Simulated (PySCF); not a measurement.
**F₃H₄HfO₂ (charge +1): density, localisation and related maps**

```xyz
10

Hf    0.0304    0.0000   -0.1686
F    -1.1319    0.0000    1.3477
F    -0.8289    0.0000   -1.8552
F     1.9384    0.0000   -0.2407
O     0.2004    2.1844    0.1629
H     0.9412    2.7492   -0.1238
H    -0.4240    2.7346    0.6703
O     0.2004   -2.1844    0.1629
H    -0.4240   -2.7346    0.6703
H     0.9412   -2.7492   -0.1238
```

Core potentials replace the inner electrons of Hf.

Theory: PySCF, RKS B3LYP, Hf def2-SVP with ECP60, F def2-SVP, O def2-SVP, H def2-SVP; non-relativistic Hamiltonian with scalar-relativistic core potentials where named; density fitting.

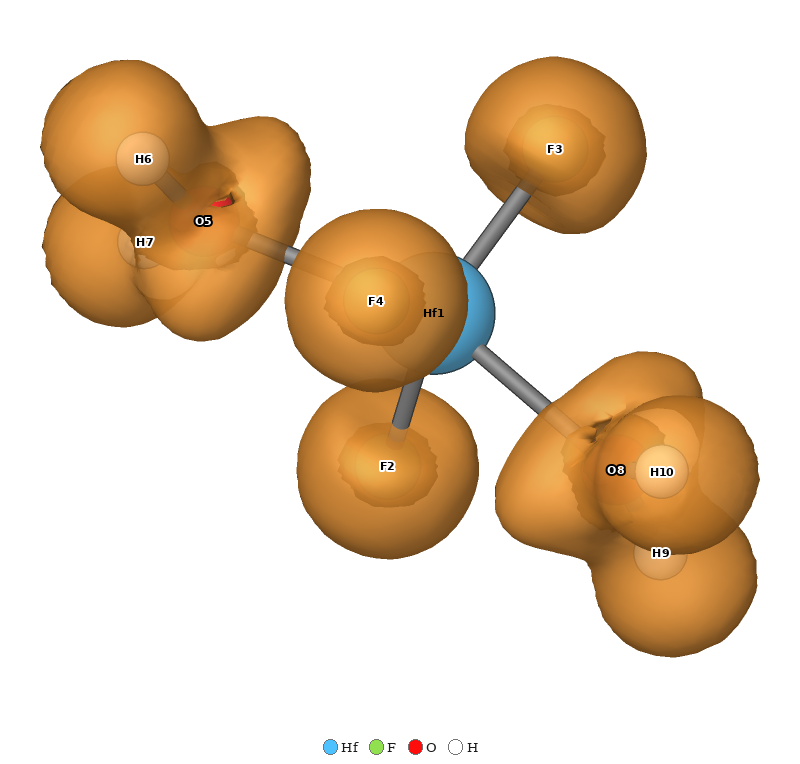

Figure 1. Isosurface of the ELF at 0.75 (orange), seen at an oblique angle. Only the valence region is drawn (cores and ρ < 0.01 e/Å³ removed).

**Describe the localisation domains.**

The surface consists of three regions wrapped around F (the valence shell of each) and two joined regions spread over several atoms (H, O), in which their bonds and any lone pairs are merged. Profiles from the grid: Hf–F (1.89 Å): the ELF peaks at about 0.85 in the valence shell of F, 0.5 Å from its nucleus, and drops to about 0.20 between the two atoms. Hf–O (2.22 Å): the ELF peaks at about 0.90 in the valence shell of O, 0.6 Å from its nucleus, and drops to about 0.10 between the two atoms.

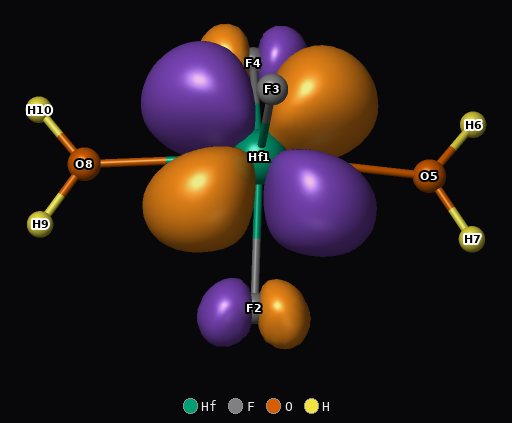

Figure 2. The LUMO at ±0.15 Å⁻³ᐟ² (orange and purple are the two phases), seen at a tilt.

**Where does this orbital lie, and at what energy?**

By Hirshfeld shares it lies mainly on Hf1 (about 75 %), F2 (about 10 %) and F4 (about 10 %). Its energy is −6.12 eV.
